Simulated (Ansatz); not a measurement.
The end point of a relaxation of AlN. Space group P6₃/mmc (No. 194), NiAs type. Method: PBEsol (plane waves to 420 eV, PAW, scalar-relativistic; Ansatz, a quantum-chemistry and plane-wave program).

```xyz
4
Lattice="2.8360 0.0000 0.0000 -1.4180 2.4560 0.0000 0.0000 0.0000 4.8561" Properties=species:S:1:pos:R:3 pbc="T T T"
Al     0.0000     0.0000     2.4280
Al     0.0000     0.0000     0.0000
N      1.4180     0.8187     1.2140
N      0.0000     1.6374     3.6421
```

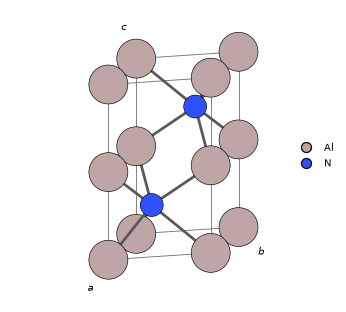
Figure. The conventional cell of the relaxed structure

- Volume per atom: 8.46 Å³
- Band gap: 4.76 eV, indirect (valence top at Γ, conduction bottom at 37 % of the way from L to M) (no spin-orbit coupling)
- Smallest direct gap: 5.06 eV at Γ
- Shortest distances: Al–N 2.04 Å; Al–Al 2.43 Å; N–N 2.84 Å
- k-mesh: 13×13×7

Band energies at high-symmetry points (eV from the VBM; labels of this space group; no spin-orbit coupling), from −5 eV up to 6.2 eV:

```csv
point,energies
Γ,-0.86 -0.86 -0.59 0.00 0.00 5.06
M,-3.10 -2.57 -1.11 5.22
K,-4.96 -4.96 -4.72 -3.84 -3.84 5.17
A,-4.95 -4.95 -0.44 -0.44 -0.44 -0.44
L,-2.70 -2.70 -1.92 -1.92 5.50 5.50
H,-1.64 -1.64
```

No spin polarisation in the result.

The run could not lose the symmetry of its start; a randomly shaken copy of 8 atoms returns to this structure.

The first start was generated by placing the elements on the sites of a structure type. Materials Project lists a structure of AlN in the same space group, P6₃/mmc (No. 194); the sites were not compared with it, nor with measured phases. Known forms of AlN include space group No. 186, 216.
